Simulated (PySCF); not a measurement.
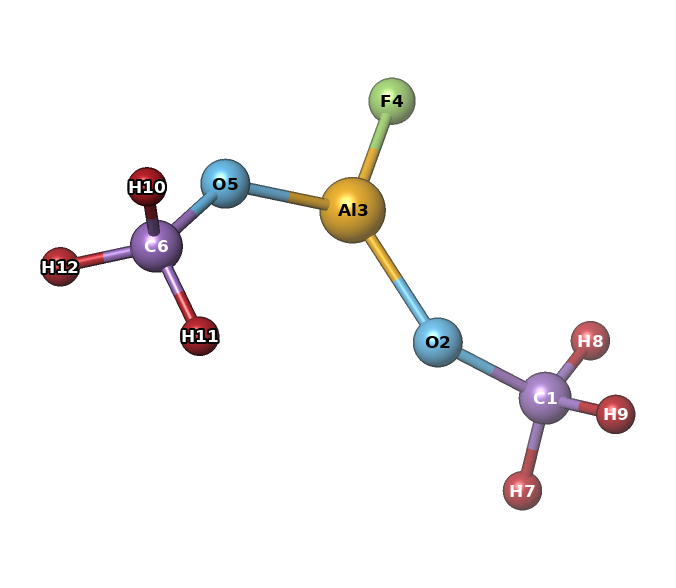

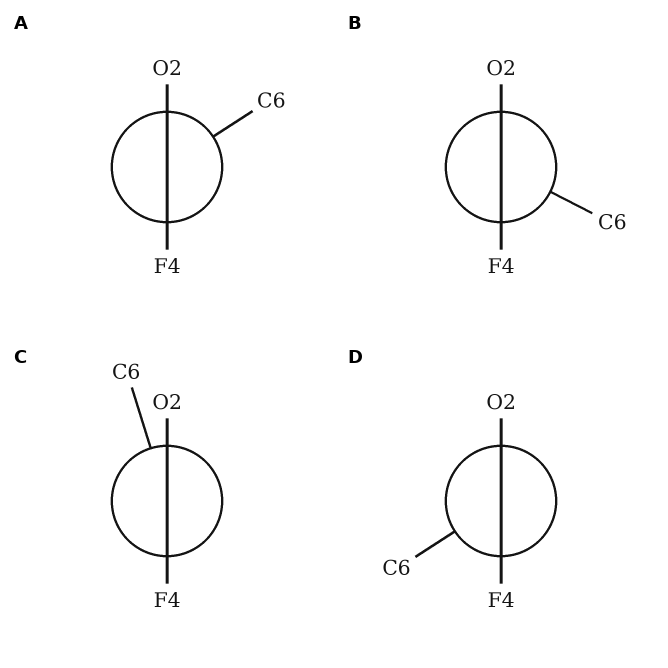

Atoms fade into the background with distance from the viewer. Bonds that would overlap in a projection are set slightly apart. Computed geometry: PBE0-D3(BJ)/def2-SVP optimisation. No frequency run is at hand to confirm it as a minimum.

Question: Which Newman projection shows the view along Al3–O5, with Al3 in front?

Answer: C. The torsion angle F4–Al3–O5–C6 is 177°, antiperiplanar (anti).
